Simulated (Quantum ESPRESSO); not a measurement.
# FeNi3: orders under volume

Aim: follow moments and order energies of FeNi3 with volume.

Method: PBE; plane waves with GBRV 1.5 PBE potentials, no spin-orbit coupling, in Quantum ESPRESSO 7.5.

## Step 1: The structure

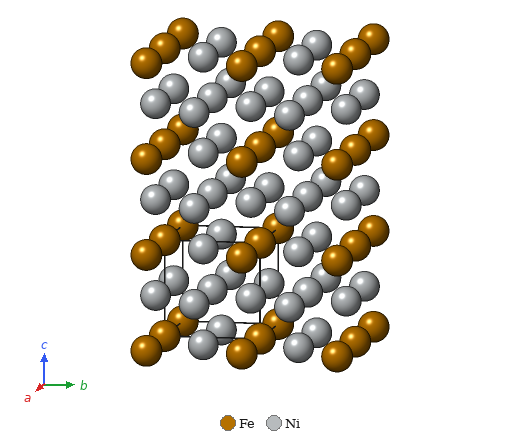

The cell as given, slightly off an axis (iron orange, nickel light grey). 2×2×3 cells are drawn. Some periodic images of atoms are drawn too.

The lattice constants were typed from memory of published values and not checked against a source.

## Step 2: Volume 0.88, ferro ++++

All lengths scale alike; the factor is that of the volume. Atoms keep their fractional places. Seeded atoms are those given a starting moment.

The input, pw.in:

```
&CONTROL
  calculation = 'scf'
  prefix = 'pwscf'
  outdir = './tmp'
  pseudo_dir = './pseudo'
  disk_io = 'nowf'
  tprnfor = .true.
  tstress = .true.
/
&SYSTEM
  ibrav = 0
  celldm(1) = 8
  nat = 4
  ntyp = 2
  ecutwfc = 40
  ecutrho = 280
  nbnd = 48
  occupations = 'smearing'
  smearing = 'fd'
  degauss = 0.00367493
  nspin = 2
  starting_magnetization(1) = 0.175
  starting_magnetization(2) = 0.0556
/
&ELECTRONS
  conv_thr = 8d-09
  electron_maxstep = 150
  mixing_beta = 0.3
/
ATOMIC_SPECIES
Fe     55.8450 fe_pbe_v1.5.uspp.F.UPF
Ni     58.6934 ni_pbe_v1.4.uspp.F.UPF
CELL_PARAMETERS alat
   0.8042634112635    0.0000000000000    0.0000000000000
   0.0000000000000    0.8042634112635    0.0000000000000
   0.0000000000000    0.0000000000000    0.8042634112635
ATOMIC_POSITIONS crystal
Fe      0.0000000000    0.0000000000    0.0000000000
Ni      0.0000000000    0.5000000000    0.5000000000
Ni      0.5000000000    0.0000000000    0.5000000000
Ni      0.5000000000    0.5000000000    0.0000000000
K_POINTS automatic
10 10 10 0 0 0
```

The run is started by

```bash
$ OMP_NUM_THREADS=1 mpirun -n 4 pw.x -nk 4 -in pw.in > pw.out
```

Output:

```text
Program PWSCF v.7.5 starts

     Message from routine setup:
     using ibrav=0 with symmetry is DISCOURAGED, use correct ibrav instead

     K-points division:     npool     =       4
     Subspace diagonalization in iterative solution of the eigenvalue problem:

     bravais-lattice index     =            0
     lattice parameter (alat)  =       8.0000  a.u.
     unit-cell volume          =     266.3575 (a.u.)^3
     number of atoms/cell      =            4
     number of atomic types    =            2
     number of electrons       =        70.00
     number of Kohn-Sham states=           48
     kinetic-energy cutoff     =      40.0000  Ry
     charge density cutoff     =     280.0000  Ry
     scf convergence threshold =      8.0E-09
     mixing beta               =       0.3000
     number of iterations used =            8  plain     mixing
     Exchange-correlation=  SLA  PW   PBX  PBC
                           (   1   4   3   4   0   0   0)

     celldm(1)=   8.000000  celldm(2)=   0.000000  celldm(3)=   0.000000
     celldm(4)=   0.000000  celldm(5)=   0.000000  celldm(6)=   0.000000

     crystal axes: (cart. coord. in units of alat)
               a(1) = (   0.804263   0.000000   0.000000 )
               a(2) = (   0.000000   0.804263   0.000000 )
               a(3) = (   0.000000   0.000000   0.804263 )

     reciprocal axes: (cart. coord. in units 2 pi/alat)
               b(1) = (  1.243374  0.000000  0.000000 )
               b(2) = (  0.000000  1.243374  0.000000 )
               b(3) = (  0.000000  0.000000  1.243374 )

     PseudoPot. # 1 for Fe read from file:
     fe_pbe_v1.5.uspp.F.UPF
     Pseudo is Ultrasoft + core correction, Zval = 16.0

     PseudoPot. # 2 for Ni read from file:
     ni_pbe_v1.4.uspp.F.UPF
     Pseudo is Ultrasoft + core correction, Zval = 18.0

     atomic species   valence    mass     pseudopotential
     Fe               16.00    55.84500     Fe( 1.00)
     Ni               18.00    58.69340     Ni( 1.00)

     Starting magnetic structure
     atomic species   magnetization
     Fe              0.175
     Ni              0.056

     48 Sym. Ops., with inversion, found

   Cartesian axes

     site n.     atom                  positions (alat units)
         1        Fe     tau(   1) = (   0.0000000   0.0000000   0.0000000  )
         2        Ni     tau(   2) = (   0.0000000   0.4021317   0.4021317  )
         3        Ni     tau(   3) = (   0.4021317   0.0000000   0.4021317  )
         4        Ni     tau(   4) = (   0.4021317   0.4021317   0.0000000  )

     number of k points=    56  Fermi-Dirac smearing, width (Ry)=  0.0037
                       cart. coord. in units 2pi/alat
        k(    1) = (   0.0000000   0.0000000   0.0000000), wk =   0.0010000
        k(    2) = (   0.0000000   0.0000000   0.1243374), wk =   0.0060000
        k(    3) = (   0.0000000   0.0000000   0.2486747), wk =   0.0060000
        k(    4) = (   0.0000000   0.0000000   0.3730121), wk =   0.0060000
        k(    5) = (   0.0000000   0.0000000   0.4973495), wk =   0.0060000
        [... 51 further k-points ...]

     Dense  grid:    21079 G-vectors     FFT dimensions: (  36,  36,  36)

     Smooth grid:     9045 G-vectors     FFT dimensions: (  25,  25,  25)

     Check: negative core charge=   -0.000038
     Generating pointlists ...
     new r_m :   0.2346 (alat units)  1.8767 (a.u.) for type    1
     new r_m :   0.2346 (alat units)  1.8767 (a.u.) for type    2

     Initial potential from superposition of free atoms

     starting charge      63.0000, renormalised to      70.0000
     Starting wfcs are   52 randomized atomic wfcs

     Self-consistent Calculation

     iteration #  1     ecut=    40.00 Ry     beta= 0.30
     Davidson diagonalization with overlap
     ethr =  1.00E-02,  avg # of iterations =  4.3

     total energy              =   -1257.12925441 Ry
     estimated scf accuracy    <      96.83760203 Ry

     total magnetization       =     2.07 Bohr mag/cell
     absolute magnetization    =     2.08 Bohr mag/cell

     iteration #  2     ecut=    40.00 Ry     beta= 0.30
     Davidson diagonalization with overlap
     ethr =  1.00E-02,  avg # of iterations =  3.0

     total energy              =   -1275.36228618 Ry
     estimated scf accuracy    <      49.87280209 Ry

     total magnetization       =     0.25 Bohr mag/cell
     absolute magnetization    =     0.28 Bohr mag/cell

     [... further iterations left out ...]

     iteration # 35     ecut=    40.00 Ry     beta= 0.30
     Davidson diagonalization with overlap
     ethr =  1.24E-10,  avg # of iterations =  2.0

     total energy              =   -1280.11224564 Ry
     estimated scf accuracy    <       0.00000002 Ry

     total magnetization       =     0.00 Bohr mag/cell
     absolute magnetization    =     0.00 Bohr mag/cell

     iteration # 36     ecut=    40.00 Ry     beta= 0.30
     Davidson diagonalization with overlap
     ethr =  2.22E-11,  avg # of iterations =  2.0

     Magnetic moment per site  (integrated on atomic sphere of radius R)
     atom   1 (R=0.235)  charge= 14.3903  magn=  0.0004
     atom   2 (R=0.235)  charge= 16.6519  magn=  0.0003
     atom   3 (R=0.235)  charge= 16.6519  magn=  0.0003
     atom   4 (R=0.235)  charge= 16.6519  magn=  0.0003

     End of self-consistent calculation

     Number of k-points >= 100: set verbosity='high' to print the bands.

     the Fermi energy is    20.5235 ev

!    total energy              =   -1280.11224570 Ry
     estimated scf accuracy    <          2.2E-09 Ry
     smearing contrib. (-TS)   =      -0.00566167 Ry
     internal energy E=F+TS    =   -1280.10658403 Ry

     The total energy is F=E-TS. E is the sum of the following terms:
     one-electron contribution =    -641.21407547 Ry
     hartree contribution      =     371.12107507 Ry
     xc contribution           =    -136.04302096 Ry
     ewald contribution        =    -873.97056268 Ry

     total magnetization       =     0.00 Bohr mag/cell
     absolute magnetization    =     0.00 Bohr mag/cell

     convergence has been achieved in  36 iterations

     Forces acting on atoms (cartesian axes, Ry/au):

     atom    1 type  1   force =     0.00000000    0.00000000    0.00000000
     atom    2 type  2   force =     0.00000000    0.00000000    0.00000000
     atom    3 type  2   force =     0.00000000    0.00000000    0.00000000
     atom    4 type  2   force =     0.00000000    0.00000000    0.00000000

     Total force =     0.000000     Total SCF correction =     0.000000

     Computing stress (Cartesian axis) and pressure

          total   stress  (Ry/bohr**3)                   (kbar)     P=      159.45
   0.00108389   0.00000000   0.00000000          159.45        0.00        0.00
   0.00000000   0.00108389   0.00000000            0.00      159.45        0.00
   0.00000000   0.00000000   0.00108389            0.00        0.00      159.45

=------------------------------------------------------------------------------=
   JOB DONE.
=------------------------------------------------------------------------------=
```

Elapsed: 79 s, on 4 MPI ranks of Intel Xeon at 2.70GHz, shared host; peak memory 0.42 GiB; 5.2 min of CPU time.

Spin moment in the atom's sphere by atom:

```csv
atom,spin moment in the atom's sphere (μB)
Fe1,0.0004
Ni2,0.0003
Ni3,0.0003
Ni4,0.0003
```

This step gave:

| Property | Result |
| --- | --- |
| smearing term TS | 0.07703 eV |
| pressure | 15.94 GPa |
| magnetization | 0 μB |
| absolute magnetization | 0 μB |
| final state | non-magnetic |

## Step 3: Volume 0.88, no spin polarisation

pw.in, as its differences from that of step 2:

```diff
@@ -16,3 +16,3 @@
   ecutrho = 280
-  nbnd = 48
+  nbnd = 45
   occupations = 'smearing'
@@ -20,5 +20,2 @@
   degauss = 0.00367493
-  nspin = 2
-  starting_magnetization(1) = 0.175
-  starting_magnetization(2) = 0.0556
 /
```

Output:

```text
     [... lines left out ...]
Program PWSCF v.7.5 starts
     [... lines left out ...]
     number of atoms/cell      =            4
     [... lines left out ...]
     number of electrons       =        70.00
     number of Kohn-Sham states=           45
     kinetic-energy cutoff     =      40.0000  Ry
     charge density cutoff     =     280.0000  Ry
     scf convergence threshold =      8.0E-09
     [... lines left out ...]
     48 Sym. Ops., with inversion, found
     [... lines left out ...]
     number of k points=    56  Fermi-Dirac smearing, width (Ry)=  0.0037
     [... lines left out ...]
     iteration # 14     ecut=    40.00 Ry     beta= 0.30
     [... lines left out ...]
     the Fermi energy is    20.5235 ev
!    total energy              =   -1280.11225381 Ry
     estimated scf accuracy    <          3.7E-09 Ry
     smearing contrib. (-TS)   =      -0.00566177 Ry
     [... lines left out ...]
     convergence has been achieved in  14 iterations
     [... lines left out ...]
     Total force =     0.000000     Total SCF correction =     0.000000
     [... lines left out ...]
          total   stress  (Ry/bohr**3)                   (kbar)     P=      159.56
     [... lines left out ...]
```

Run time: 19 s. Hardware: 4 MPI ranks; peak memory 0.35 GiB; 73 s of CPU time.

This step gave:

```yaml
smearing_term_ts: 0.07703 eV
pressure: 15.96 GPa
final_state: non-magnetic (no spin polarisation)
```

## Step 4: Volume 1.12, ferro ++++

pw.in, as its differences from that of step 3:

```diff
@@ -16,3 +16,3 @@
   ecutrho = 280
-  nbnd = 45
+  nbnd = 48
   occupations = 'smearing'
@@ -20,2 +20,5 @@
   degauss = 0.00367493
+  nspin = 2
+  starting_magnetization(1) = 0.175
+  starting_magnetization(2) = 0.0556
 /
@@ -30,5 +33,5 @@
 CELL_PARAMETERS alat
-   0.8042634112635    0.0000000000000    0.0000000000000
-   0.0000000000000    0.8042634112635    0.0000000000000
-   0.0000000000000    0.0000000000000    0.8042634112635
+   0.8715856977485    0.0000000000000    0.0000000000000
+   0.0000000000000    0.8715856977485    0.0000000000000
+   0.0000000000000    0.0000000000000    0.8715856977485
 ATOMIC_POSITIONS crystal
```

Output:

```text
     [... lines left out ...]
Program PWSCF v.7.5 starts
     [... lines left out ...]
     number of atoms/cell      =            4
     [... lines left out ...]
     number of electrons       =        70.00
     number of Kohn-Sham states=           48
     kinetic-energy cutoff     =      40.0000  Ry
     charge density cutoff     =     280.0000  Ry
     scf convergence threshold =      8.0E-09
     [... lines left out ...]
     48 Sym. Ops., with inversion, found
     [... lines left out ...]
     number of k points=    56  Fermi-Dirac smearing, width (Ry)=  0.0037
     [... lines left out ...]
     iteration # 29     ecut=    40.00 Ry     beta= 0.30
     [... lines left out ...]
     Magnetic moment per site  (integrated on atomic sphere of radius R)
     atom   1 (R=0.254)  charge= 14.4742  magn=  3.0981
     atom   2 (R=0.254)  charge= 16.8504  magn=  0.7336
     atom   3 (R=0.254)  charge= 16.8504  magn=  0.7336
     atom   4 (R=0.254)  charge= 16.8504  magn=  0.7336
     [... lines left out ...]
     the Fermi energy is    15.4648 ev
!    total energy              =   -1280.18353148 Ry
     estimated scf accuracy    <          6.7E-09 Ry
     smearing contrib. (-TS)   =      -0.00199366 Ry
     [... lines left out ...]
     total magnetization       =     5.10 Bohr mag/cell
     absolute magnetization    =     5.71 Bohr mag/cell
     convergence has been achieved in  29 iterations
     [... lines left out ...]
     Total force =     0.000000     Total SCF correction =     0.000000
     [... lines left out ...]
          total   stress  (Ry/bohr**3)                   (kbar)     P=     -221.34
     [... lines left out ...]
```

It took 1.9 min on 4 MPI ranks; peak memory 0.48 GiB.

This step gave:

- smearing term TS: 0.02713 eV
- pressure: -22.13 GPa
- magnetization: 5.096 μB
- absolute magnetization: 5.714 μB
- final state: ferromagnetic
- largest moment: 3.098 μB

## Step 5: The series

The runs not shown differ from these in the moved quantity alone.

Weakly magnetic means a largest site moment between 0.06 and 0.15 μB, which need not be converged. States, by row:

```csv
volume,ferro ++++,no spin polarisation
0.88,non-magnetic,non-magnetic
0.91,ferromagnetic,non-magnetic
0.94,ferromagnetic,non-magnetic
0.97,ferromagnetic,non-magnetic
1,ferromagnetic,non-magnetic
1.03,ferromagnetic,non-magnetic
1.06,non-magnetic,non-magnetic
1.09,weakly magnetic,non-magnetic
1.12,ferromagnetic,non-magnetic
```

Largest site moment, ferro ++++ against volume:

```csv
volume (factor),"largest site moment, ferro ++++ (μB)"
0.8800,4.1e-4
0.9100,2.82
0.9400,2.86
0.9700,2.91
1.0000,2.95
1.0300,2.99
1.0600,0.00191
1.0900,0.0790
1.1200,3.10
```

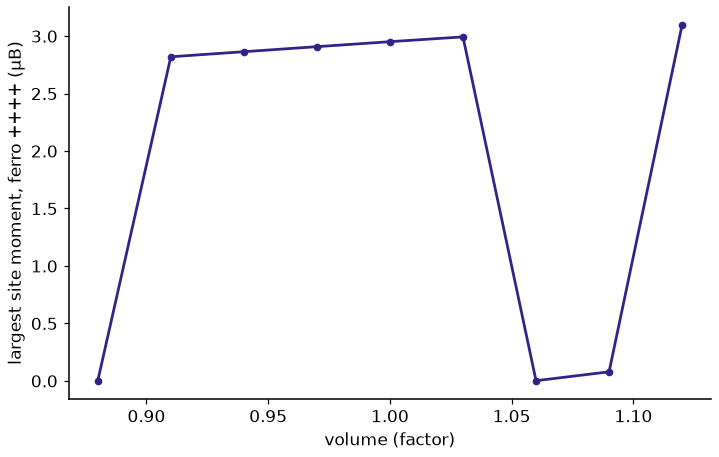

Largest site moment, ferro ++++, plotted against volume.

Table of energy less that of the parallel start, no spin polarisation by volume:

```csv
volume (factor),"energy less that of the parallel start, no spin polarisation (meV a seeded atom)"
0.8800,-0.0276
0.9100,239
0.9400,257
0.9700,275
1.0000,292
1.0300,308
1.0600,-0.0281
1.0900,-0.0131
1.1200,353
```

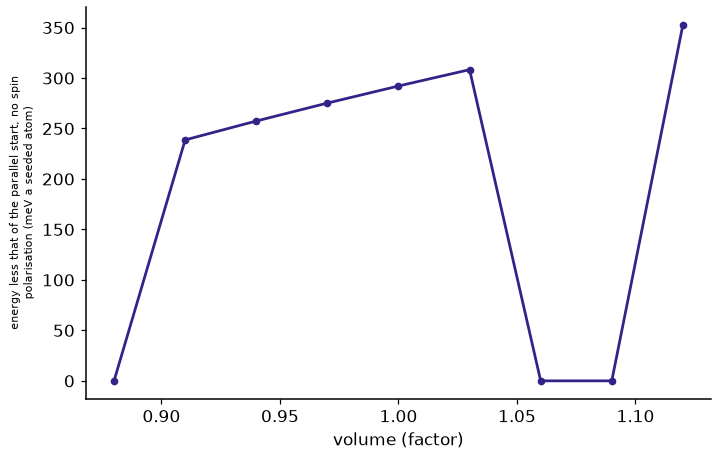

Energy less that of the parallel start, no spin polarisation, plotted against volume.

The energy over the lowest by volume; values in meV an atom:

```csv
volume (factor),ferro ++++,no spin polarisation
0.8800,329,329
0.9100,54.9,294
0.9400,20.9,278
0.9700,3.28,278
1.0000,0,292
1.0300,8.26,316
1.0600,350,350
1.0900,391,391
1.1200,86.2,439
```

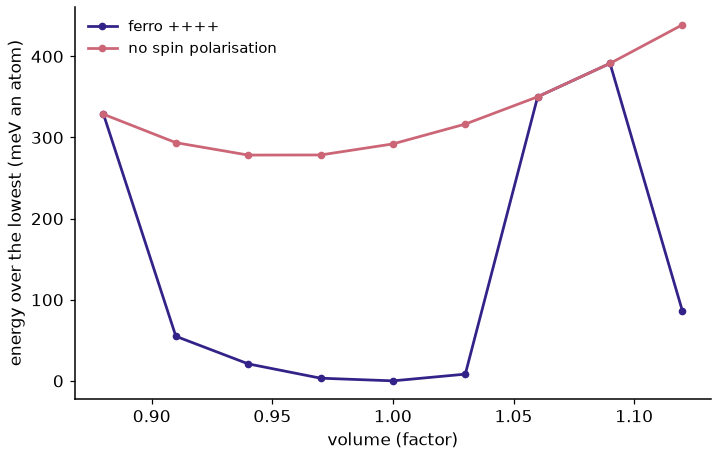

Energy over the lowest against volume.

## Step 6: What came out

```
moment, parallel start       : 4.1e-4 to 3.10 μB
states met from these starts : ferromagnetic, non-magnetic and weakly magnetic
```

What this shows: The parallel start holds a moment of 0.15 μB or more only at 0.91, 0.94, 0.97, 1, 1.03 and 1.12. The energy against the spinless run jumps between two points, so runs change to another solution there. The moment comes and goes along the series, which is no trend: it can come from the settings or from runs caught in different solutions. Only a parallel start was run beside the spinless one, so opposed or spiral orders, which may lie lower, are not probed.

[Logs and program files are shortened in this print: banners, set-up blocks, solver, clock and traceback lines can be left out without a mark of their own.]

[Logs are printed without paths, hosts, clocks, repeated set-up lines and the standing remarks that a program may print on its own settings, such as how far it seeks lower states.]

[Hosts, paths, dates, database ids (printed as entryN), source tags and the programs' standing remarks are cut or masked in the printed files.]

[Where a cell is said to come from a database of computed structures, the database is the Materials Project.]
